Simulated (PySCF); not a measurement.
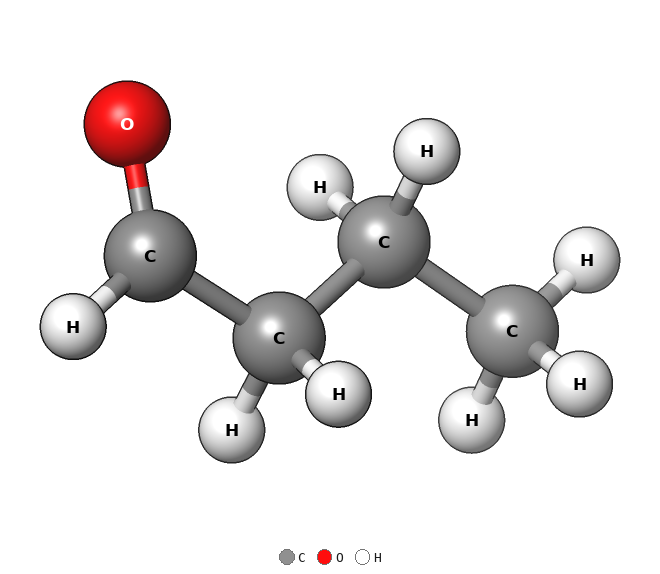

Rendered structure (ball-and-stick style).

Computed geometry: PBE0-D3(BJ)/def2-TZVP optimisation. No frequency run is at hand to confirm it as a minimum.

What does the picture show?

It has 13 atoms: 4 carbon, 8 hydrogen and 1 oxygen (C₄H₈O). SMILES: `CCCC=O`. It has no ring. Among its groups: aldehyde. The point group is Cs. Coordination: 3 C tetrahedral; 1 C trigonal planar.

More results for the same structure follow; atom numbers are the same in all pictures, views and colours differ.

### Geometry

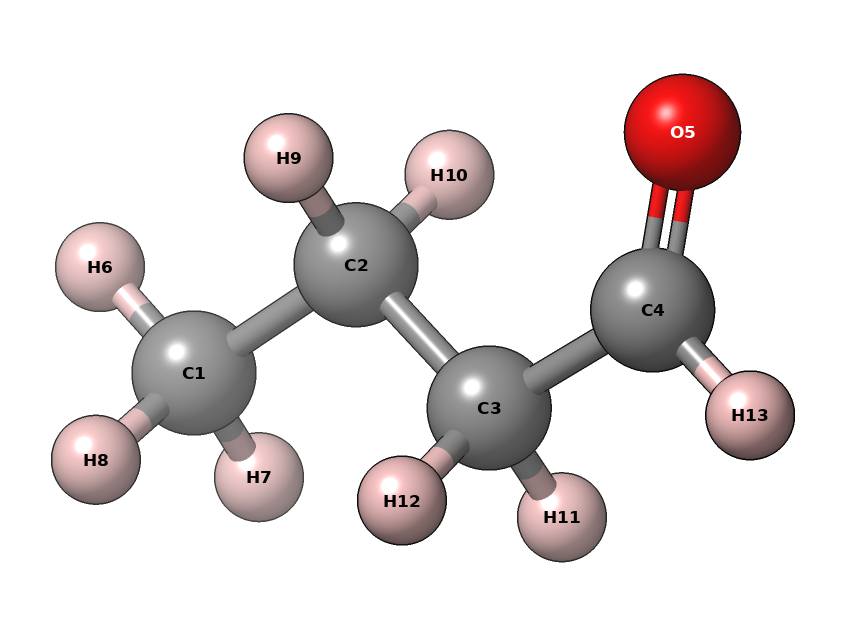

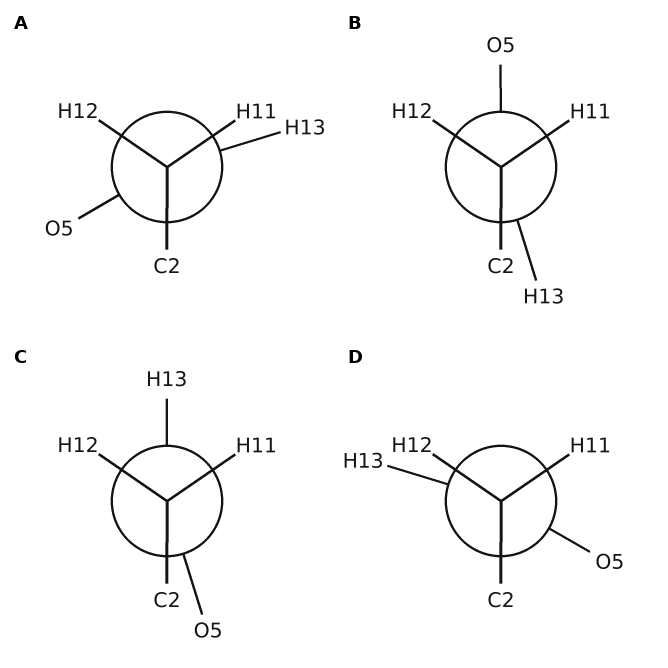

Atoms fade into the background with distance from the viewer. Bonds that would overlap in a projection are set slightly apart. No frequency run is at hand to confirm it as a minimum.

Which Newman projection shows the view along C3–C4, with C3 in front?

C. The torsion angle C2–C3–C4–O5 is 0°, synperiplanar (eclipsed).

### NMR shielding

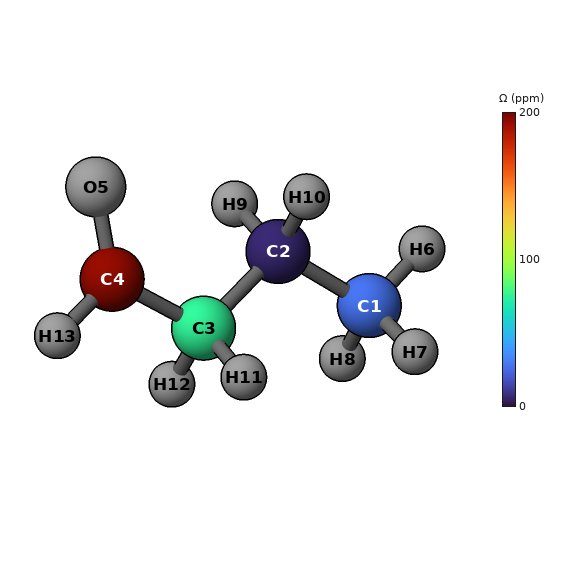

The C atoms are coloured by the span of their shielding tensor. No frequency run is at hand to confirm it as a minimum. Method: GIAO KT3/pcSseg-2 NMR shielding, non-relativistic, gas phase (PySCF 2.14.0). Principal shieldings σ11 ≤ σ22 ≤ σ33, span Ω = σ33 − σ11, skew κ = 3(σiso − σ22)/Ω.

Which C atom has the most anisotropic shielding?

C4, with a span of 194 ppm.

Give the shielding tensors of the C atoms.

| atom | σ11 | σ22 | σ33 | σiso | Ω | κ |
| --- | --- | --- | --- | --- | --- | --- |
| C1 | 156.7 | 159.2 | 184.3 | 166.7 | 27.6 | 0.81 |
| C2 | 160.3 | 160.6 | 167.2 | 162.7 | 6.8 | 0.93 |
| C3 | 99.1 | 116.2 | 174.3 | 129.9 | 75.2 | 0.55 |
| C4 | −106.1 | −20.3 | 87.4 | −13.0 | 193.5 | 0.11 |

Shieldings and span in ppm.

### Quadrupole coupling

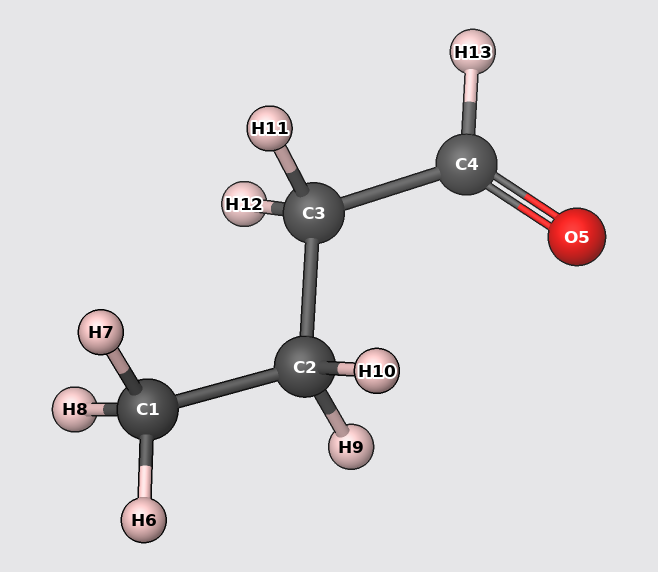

No frequency run is at hand to confirm it as a minimum. Electric field gradients from the ground-state density, PBE0/pcSseg-2 (PySCF 2.14.0), non-relativistic apart from any core potentials.

Give the largest field-gradient component, the quadrupole coupling constant and the asymmetry for 17O at O5 (Q = −25.6 mb), 2H at H6 (Q = 2.86 mb), 2H at H7 (Q = 2.86 mb).

| atom | V_zz (a.u.) | e²qQ/h (MHz) | η |
| --- | --- | --- | --- |
| O5 | −1.995 | 12.00 | 0.59 |
| H6 | 0.286 | 0.192 | 0.02 |
| H7 | 0.284 | 0.191 | 0.02 |

### Electronic properties

No frequency run is at hand to confirm it as a minimum. Level of theory: PBE0/aug-cc-pVTZ, gas phase (PySCF 2.14.0). Excitations: vertical, linear response.

What does the calculation give?

- dipole moment: 2.70 D
- HOMO energy (Kohn–Sham orbital): −7.41 eV
- LUMO energy (Kohn–Sham orbital): −0.64 eV
- HOMO–LUMO gap: 6.77 eV
- mean static polarisability: 54.3 bohr³
- lowest vertical singlet excitation: 4.37 eV
- its oscillator strength: 0.000
- brightest of the 10 lowest singlets: 6.77 eV
- its oscillator strength: 0.05
